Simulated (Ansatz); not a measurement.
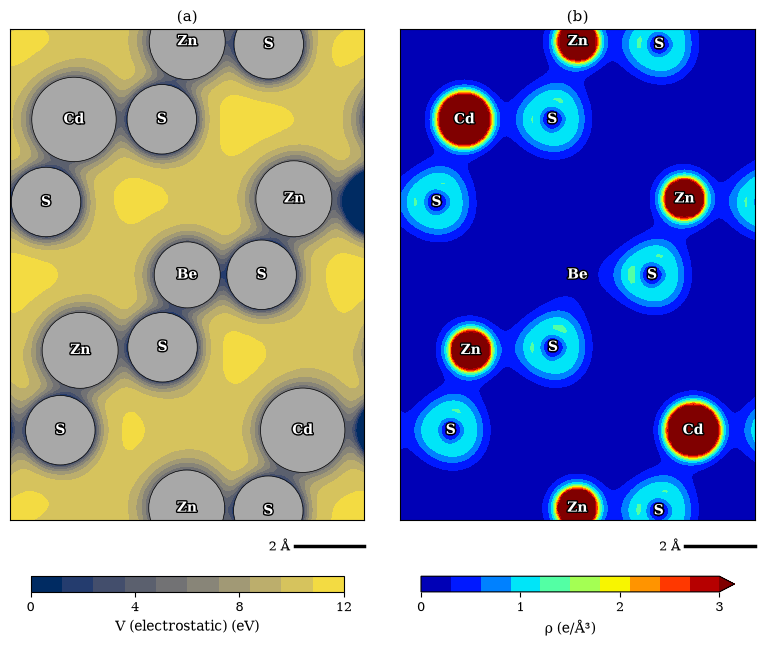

The picture shows: BeZn9Cd2S12. (a) electrostatic potential energy of an electron; (b) valence pseudo-density on the (110) plane of the standardised cell. Grey discs cover the atomic cores in the potential map.

Space group Cm; a generated structure, not necessarily the stable one.

Method: DFT PBE, scalar-relativistic, plane waves, PAW (Ansatz 0.2.0).

Core electrons are frozen (PAW), and the valence fields are smoothed inside the atomic spheres.

Interpret the plot.

Answer.
- The plane passes through Be, S, Zn and Cd nuclei.
- Be–S (2.14 Å): the density is about 0.63 e/Å³ at the midpoint.
- Zn–S (2.34 Å): the density is about 0.49 e/Å³ at the midpoint.
- Cd–S (2.50 Å): ρ is about 0.44 e/Å³ halfway.
- Be–S (2.20 Å): the density is about 0.57 e/Å³ at the midpoint.
- The density dies away to nearly zero in the voids.
- Outside the cores the potential energy rises away from the atoms and is highest about 2.2 Å from the nearest atoms; its zero is arbitrary.
